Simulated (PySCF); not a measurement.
## A study: C5H8O3, SMILES `C=COC(=O)COC`

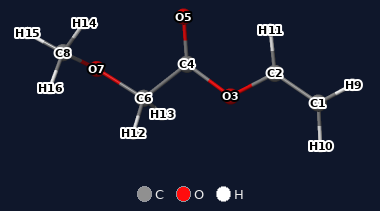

The molecule, with its atoms numbered as below. No frequency check shows the geometry to be a minimum.

Coordinates in Å:

```
C1      -3.5232   -0.2212   -0.2564
C2      -2.3359    0.3080   -0.0329
O3      -1.2003   -0.4739   -0.0218
C4      -0.0119    0.1234    0.1949
O5       0.1330    1.3001    0.3705
C6       1.0870   -0.9315    0.1692
O7       2.3687   -0.4407    0.4247
C8       2.9024    0.3620   -0.6073
H9      -4.4025    0.3940   -0.2626
H10     -3.6427   -1.2746   -0.4367
H11     -2.1595    1.3597    0.1539
H12      1.0361   -1.4460   -0.8049
H13      0.8721   -1.6623    0.9546
H14      2.3305    1.2835   -0.7384
H15      3.9172    0.6060   -0.3013
H16      2.9279   -0.1884   -1.5562
```

### 1. Excited states

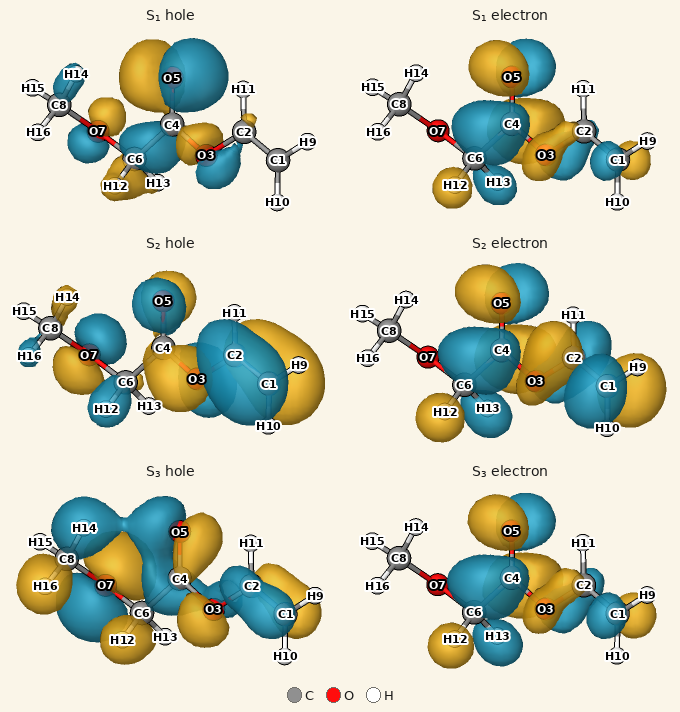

Leading natural transition orbitals (TDA singlet states).

Method: ωB97X/6-31G*; geometry: GFN2-xTB; program: PySCF. Without diffuse functions Rydberg states are missing, so the states' numbers hold for this basis only.

Q: Describe these excited states.

A: By state:
- S₁: 5.88 eV (211 nm), f = 0.003; the leading pair carries 100 %; hole on O5 (61 %), C4 (10 %) and O3 (8 %), electron on C4 (43 %), O5 (29 %) and O3 (9 %); their centroids lie 0.6 Å apart.
- S₂: 7.35 eV (169 nm), f = 0.462 (bright); the leading pair carries 96 %; hole on C1 (27 %), O3 (24 %) and C2 (17 %), electron on C4 (34 %), O5 (22 %) and C1 (12 %); their centroids lie 0.8 Å apart.
- S₃: 7.64 eV (162 nm), f = 0.093; the leading pair carries 97 %; hole on O7 (48 %), O5 (11 %) and C4 and C8 (6 % each), electron on C4 (39 %), O5 (26 %) and O3 (8 %); their centroids lie 1.5 Å apart.

### 2. In an electric field

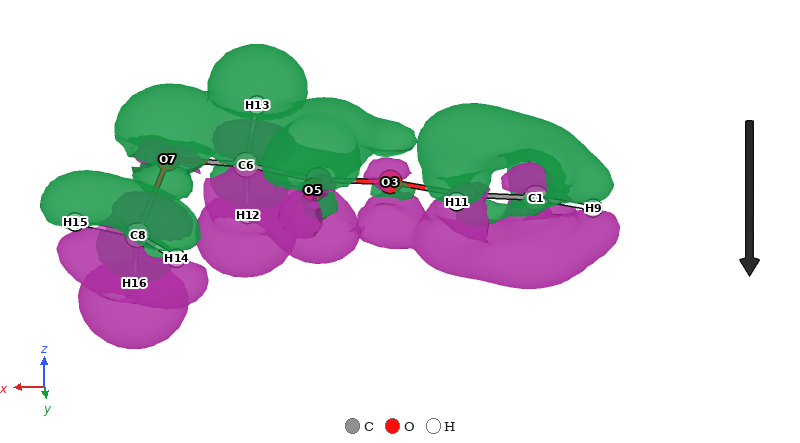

Change of the electron density in a uniform field of 0.41 V/Å along −z (arrow), surfaces at ±0.002 e/Å³ (green: gain, purple: loss).

Method: BP86/def2-SVP; geometry: GFN2-xTB; program: PySCF. A basis without diffuse functions makes polarisabilities too small.

The field was applied in both directions; the picture shows the one opposite to the script's first.

Q: What dipole is induced, and what polarisability does it imply?

A: The induced dipole is 0.87 D (along the field); α along this axis, from the fields in both directions, is 43 bohr³ (6.4 Å³).

### 3. Localised orbitals

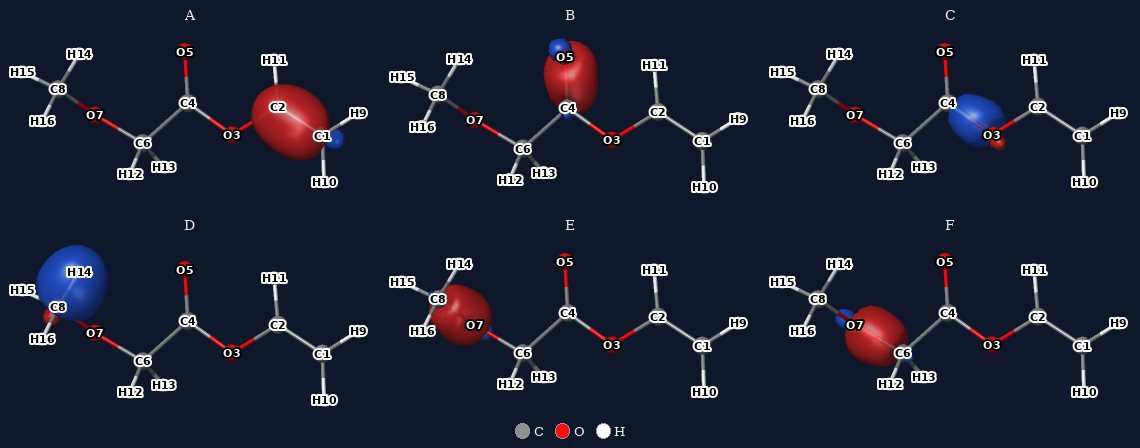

Foster–Boys orbitals, occupied; each surface holds about 70 % of the orbital's density. Energies are diagonal elements of the Fock matrix.

Method: BP86/def2-SVP; geometry: GFN2-xTB; program: PySCF.

Q: Name the orbitals, with their atomic make-up and energies.

A: By panel:
- A: bent (banana) bond C1–C2 (C1 50 %, C2 49 %; −11.6 eV)
- B: bent (banana) bond O5–C4 (O5 64 %, C4 35 %; −16.1 eV)
- C: σ bond O3–C4 (O3 66 %, C4 33 %; −19.5 eV)
- D: σ bond C8–H14 (C8 56 %, H14 44 %; −11.7 eV)
- E: σ bond O7–C8 (O7 63 %, C8 36 %; −17.2 eV)
- F: σ bond O7–C6 (O7 62 %, C6 37 %; −17.6 eV)

Q: How do all the valence pairs divide up?

A: 23 pairs: 13 σ bonds, 5 lone pairs, 4 bent bonds and 1 strongly polarised pair.

The PySCF runs shown took 13 min, 3.7 min and 99 s on 1 thread of AMD EPYC (Zen 3) (shared host).
